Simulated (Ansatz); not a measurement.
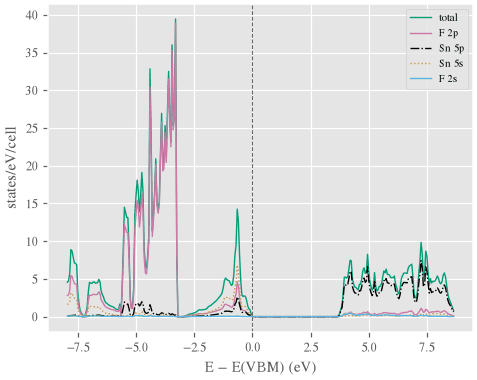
Figure: Total and projected density of states of SnF2 in space group P4_12_12 (No. 92; Sn on 4a, F on 8b), r²SCAN in the plane-wave PAW code Ansatz

### Question
Which orbitals carry the states next to the gap?

### Answer
Top 1 eV of the valence band: Sn 5s 49 %, F 2p 31 %, Sn 5p 19 %. Bottom 1 eV of the conduction band: Sn 5p 80 %, F 2p 8 %, F 2s 6 %. Projections are on Löwdin-orthogonalised atomic valence shells; empty p or d shells of many metals are not among them.

### Question
Where is the tallest occupied peak in this window, and what makes it?

### Answer
Near -3.3 eV, about 39 states/eV per cell; the largest projected share is F 2p.

The workflow started from a Materials Project entry (that database holds measured and hypothetical structures alike); the Crystallography Open Database copy checked does not list it. COD files the formula under space group No. 15, 19, so this cell is another polymorph or a model. Its standing as an ambient phase is unchecked. The r²SCAN relaxation kept the symmetry of its start; whether a distortion lowers the energy is not shown. Scalar-relativistic: spin–orbit coupling is off unless named, which matters more the heavier the elements.

Potentials: the later of the program's two PAW sets.
